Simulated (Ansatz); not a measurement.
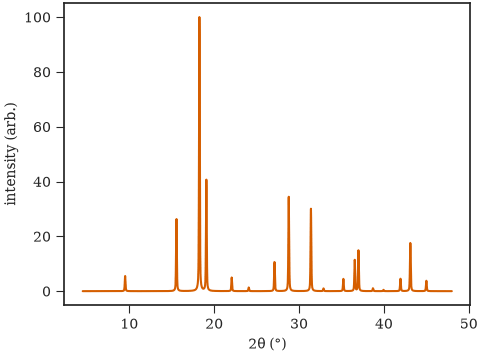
*Simulated powder pattern, Mo Kα, λ = 0.71073 Å*

The pattern belongs to a structure relaxed with plane-wave PAW PBEsol (Ansatz code).

Which compound is it?
A. AlMo2C, P6_3/mmc (Al on 2d, Mo on 4f, C on 2a)
B. AlN, P4_2/mnm (Al on 4g, N on 4f)
C. MgAl3N3O, Pm (Pearson symbol mP8)
D. Al, Fd-3m (Al on 8a, Al on 16d)

D, Al, Fd-3m (Al on 8a, Al on 16d)

The start of the workflow was typed in or built on a structure type; neither database checked (COD, Materials Project) lists it. It is not the phase usual at ambient conditions (space group No. 225). Symmetry was held in the PBEsol relaxation. At this level the phase is dynamically unstable (imaginary phonons).

Potentials: the earlier of the program's two PAW sets. The files were generated under PBE; for other functionals the program regenerates the frozen cores, and for LDA and PBEsol the local potential too.
